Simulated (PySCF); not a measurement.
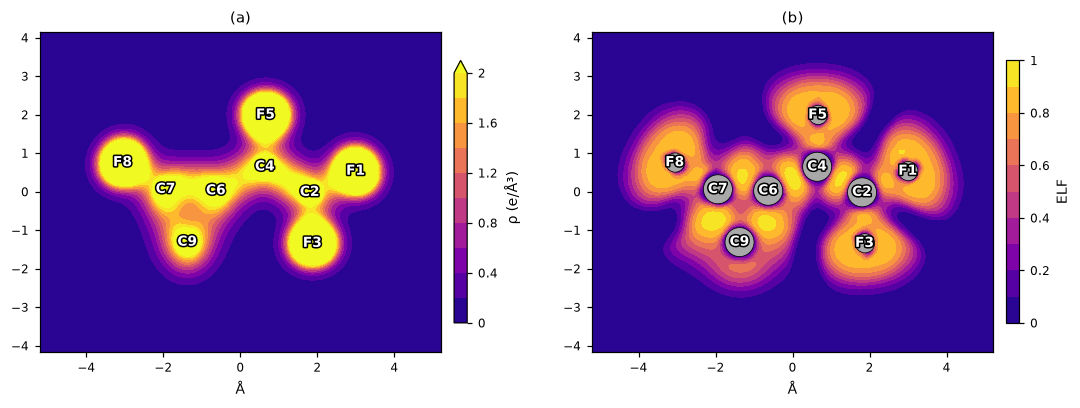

Figure 1: C$_{5}$H$_{2}$F$_{4}$ (SMILES FC(F)=C(F)C1=C(F)C1). (a) total electron density; (b) electron localisation function on the plane of atoms C4, C6 and C7. Grey discs cover the atomic cores in the ELF map.

Geometry: GFN2-xTB, NEB image 0 of 0 to 8.

Method: PBE0/pcSseg-1, SCF density, gas phase, non-relativistic (PySCF 2.14.0).

Input

```
{"job": {"kind": "nmr", "xc": "PBE0", "basis": "pcSseg-1", "pop": false}, "charge": 0, "multiplicity": 1}
F      1.163600    -2.930000     0.868400
C      0.668600    -1.708100     0.791100
F      0.410200    -1.216300     1.994200
C      0.443500    -1.024800    -0.340600
F      0.741900    -1.610300    -1.516400
C     -0.093800     0.284100    -0.389000
C     -0.499700     1.344700    -1.035500
F     -0.702000     1.967100    -2.167700
C     -0.618900     1.455200     0.437800
H      0.082800     2.067300     0.992000
H     -1.590700     1.373800     0.909600
```

Launched as:

```sh
OMP_NUM_THREADS=1 python probes_run.py task.json out
```

What do the fields say about this system?

The plane passes through F and C nuclei.
C–C (1.31 Å): the density is about 2.2 e/Å³ at the midpoint; the ELF peaks at about 0.80 between the atoms (a multiple bond).
C–F (1.31 Å): ρ at the midpoint is about 2.5 e/Å³; the ELF peaks at about 0.85 between the atoms; a polar covalent bond.
C–C (1.42 Å): the density is about 2 e/Å³ at the midpoint; the ELF peaks at about 0.95 between the atoms (localised, covalent bonding).
C–C (1.48 Å): ρ is about 1.6 e/Å³ halfway; the ELF peaks at about 0.85 between the atoms, as expected for localised, covalent bonding.
The ELF also peaks beside F3, F1, F8 and F5, away from the bonds: lone-pair regions.
